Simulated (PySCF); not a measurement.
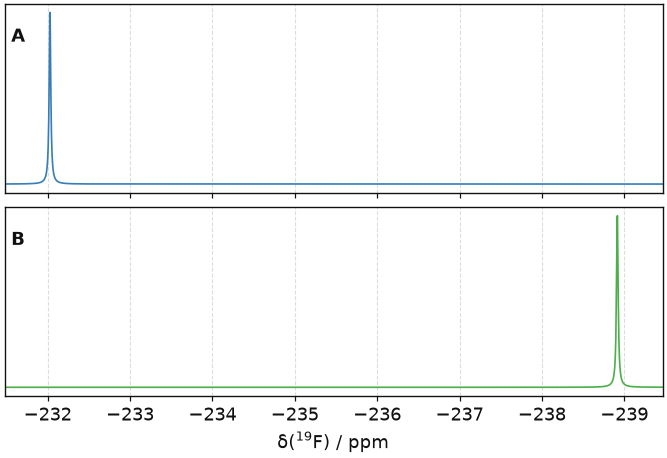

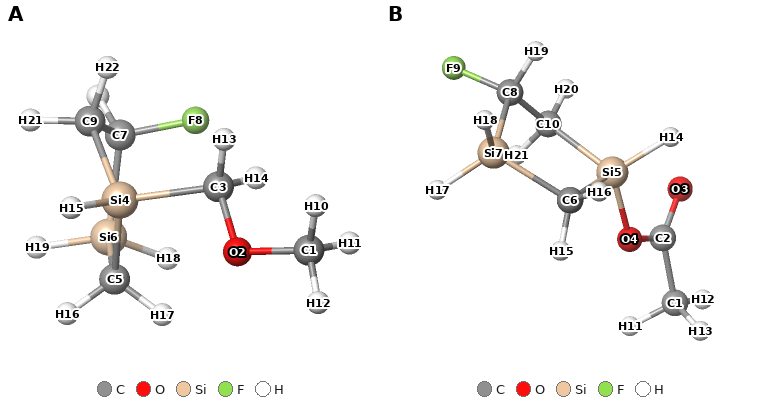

Related molecules: A is C₅H₁₃FOSi₂, SMILES COC[Si@@H]1C[SiH2][C@H](F)C1; B is C₅H₁₁FO₂Si₂, SMILES CC(=O)O[Si@@H]1C[SiH2][C@H](F)C1. GIAO ¹⁹F shifts against CFCl₃ (¹⁹F: this reference is a hard case for the method, so all values can be off together by tens of ppm, and differences between signals are safer), PBE0/pcSseg-1 with PySCF, at a GFN2-xTB geometry (no frequency check); fully decoupled, line heights follow the number of nuclei within a panel, widths are arbitrary (no quadrupolar broadening); values of one conformer, averaged over methyl-type rotors and exact or near symmetry; other conformers aren't averaged in.

Question: How does the ¹⁹F shift respond?

Answer: From A (−232.0 ppm) to B (−238.9 ppm) the nucleus is shielded by 6.9 ppm.

Limits of at least one run: the tight-binding geometry is rougher than a DFT one and adds to the error.
